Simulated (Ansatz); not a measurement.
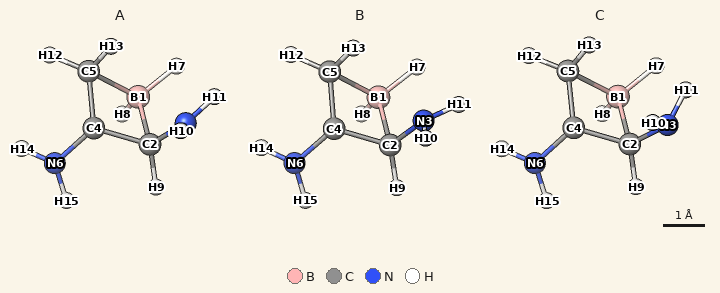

3 geometries from a converged minimum-energy path of C$_{3}$H$_{9}$BN$_{2}$, shuffled. A ball-and-stick model, seen at a tilt.

Computed with Ansatz 0.2.0, RKS PBE0-D4/def2-SVP. Run with 9 movable images; climbing image; force threshold 0.05 eV/Å; iteration limit 52; starting path through a guess of the saddle point.

Question: Which frame is the top of the path?

Answer: A. In order along the path, whose images run from 0 to 10: B (image 4, +1.45 kcal/mol), A (image 7, +3.31 kcal/mol), C (image 9, +1.96 kcal/mol). The motion is an umbrella inversion at N3. No bond forms or breaks between the ends. Among the angles between lasting bonds that change up to the highest image: H10–N3–H11 108.3° → 118.4°, C2–N3–H10 111.8° → 121.2°.
